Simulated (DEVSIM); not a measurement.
System: Au/SiO2/n-Si capacitor, at 400 K.

| layer (left to right) | material | thickness (nm) | Nd (cm⁻³) |
|---|---|---|---|
| 1 | SiO2 | 2.20 | - |
| 2 | Si | 340 | 2.8e18 |

Metal gate on the left, work function 5.1 eV. Fixed charge at the semiconductor interface 0 cm⁻² (in units of +e); interface traps 1e11 cm⁻² eV⁻¹, uniform in energy, neutral level at 0.3 of the gap above the valence band.

This is a model device: material constants are rounded textbook-type values typed into the input, and sizes, dopings and lifetimes were drawn at random. Values at 300 K; Nc and Nv go as T^1.5, mobilities as T to minus their exponent, the gap by Varshni's rule with the affinity fixed.

```
parameter         SiO2        Si
----------------  ----  --------
gap (eV)             9     1.124
affinity (eV)      0.9      4.05
permittivity       3.9      11.7
Nc (cm⁻³)            -   2.86e19
Nv (cm⁻³)            -    3.1e19
Varshni α (eV/K)     -  0.000473
Varshni β (K)        -       636
```

DEVSIM, 1D Poisson equation in equilibrium, Boltzmann statistics, complete ionisation; no quantum confinement or tunnelling. Metal contacts follow the ideal Schottky-Mott rule: no Fermi-level pinning, no interface dipoles.

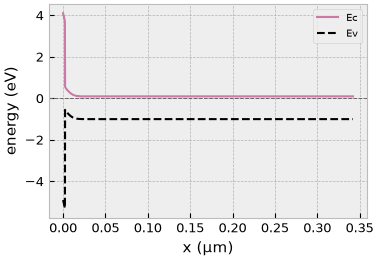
Band edges at 0.1 V on the gate

Energies count from the Fermi level of the right contact; mesh points crowd at the junctions.

```tsv
x (μm)	Ec (eV)	Ev (eV)	n (cm⁻³)	p (cm⁻³)	field (V/cm)
0.000	4.100	-4.900	< 1e2	< 1e2	-1800000
0.0005870	3.994	-5.006	< 1e2	< 1e2	-1800000
0.001173	3.888	-5.112	< 1e2	< 1e2	-1800000
0.001739	3.785	-5.215	< 1e2	< 1e2	-1800000
0.002613	0.529	-0.568	9.6e12	3.4e12	-590000
0.003742	0.465	-0.631	6.1e13	5.3e11	-540000
0.005523	0.376	-0.720	8.1e14	4.0e10	-460000
0.01014	0.209	-0.888	1.0e17	3.1e8	-260000
0.01612	0.116	-0.980	1.5e18	2.1e7	-68000
0.02689	0.095	-1.001	2.8e18	1.2e7	-1800
0.04389	0.095	-1.002	2.8e18	1.2e7	≈ 0
0.08793	0.095	-1.002	2.8e18	1.2e7	≈ 0
0.1450	0.095	-1.002	2.8e18	1.2e7	≈ 0
0.2211	0.095	-1.002	2.8e18	1.2e7	≈ 0
0.2810	0.095	-1.002	2.8e18	1.2e7	≈ 0
0.3070	0.095	-1.002	2.8e18	1.2e7	≈ 0
0.3214	0.095	-1.002	2.8e18	1.2e7	≈ 0
0.3306	0.095	-1.002	2.8e18	1.2e7	≈ 0
0.3368	0.095	-1.002	2.8e18	1.2e7	≈ 0
0.3396	0.095	-1.002	2.8e18	1.2e7	≈ 0
0.3411	0.095	-1.002	2.8e18	1.2e7	≈ 0
0.3422	0.095	-1.002	2.8e18	1.2e7	≈ 0
```
